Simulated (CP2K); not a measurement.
2-butyne has these distinct C atoms: C1 (bonded to C and 3 H) and C2 (bonded to 2 C).

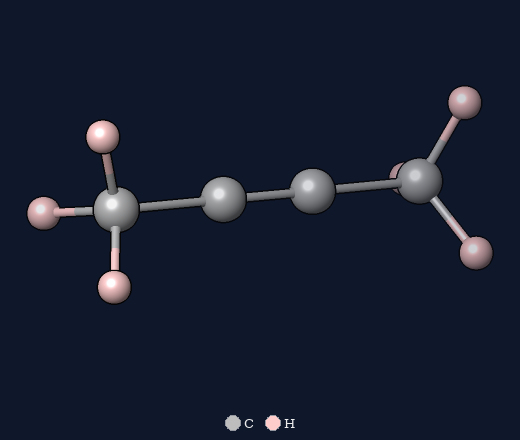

The molecule (carbon light grey, hydrogen pink).

```xyz
10

C     2.0486   -0.1025   -0.2337
C     0.6028   -0.0310   -0.0682
C    -0.6020    0.0311    0.0683
C    -2.0483    0.1025    0.2341
H     2.5017    0.9000   -0.2156
H     2.3175   -0.5714   -1.1920
H     2.5139   -0.6934    0.5690
H    -2.5712   -0.3307   -0.6317
H    -2.3878    1.1434    0.3411
H    -2.3753   -0.4480    1.1287
```

Their partial C K spectra (CP2K XAS_TDP, all-electron GAPW, PBEh(45%), aug-cc-pVDZ, TDA, GW2X-corrected core level, no relativity) are given in random order, each times the number of alike atoms.

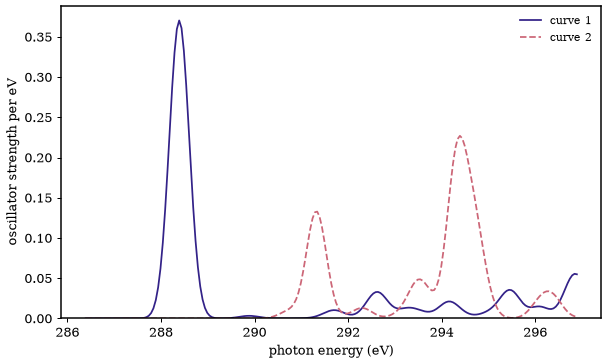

Gaussian full width 0.5 eV, oscillator strength per eV, alike atoms added, rows of zeros left out.

Question: Which curve belongs to which atom?

Curve 1: C2 (bonded to 2 C), leading line at 288.39 eV (f = 0.099 an atom), ionisation energy 291.56 eV, term value 3.17 eV. Curve 2: C1 (bonded to C and 3 H), leading line at 291.32 eV (f = 0.035 an atom), ionisation energy 292.80 eV, term value 1.48 eV. The leading line of an atom is its first one with 35 % of the strongest within 2.5 eV of its lowest line over the strength cut. A line lies at the core ionisation energy, which rises as an atom loses charge to its neighbours or to a π system, less the term value, which is large for a low π* or σ* orbital with weight on that atom.

[Banner, clock and machine lines of the logs are left out without a mark of their own.]

[Logs are printed without paths, hosts, clocks, repeated set-up lines and the standing remarks that a program may print on its own settings, such as how far it seeks lower states.]

[Hosts, paths, dates, database ids (printed as entryN), source tags and the programs' standing remarks are cut or masked in the printed files.]
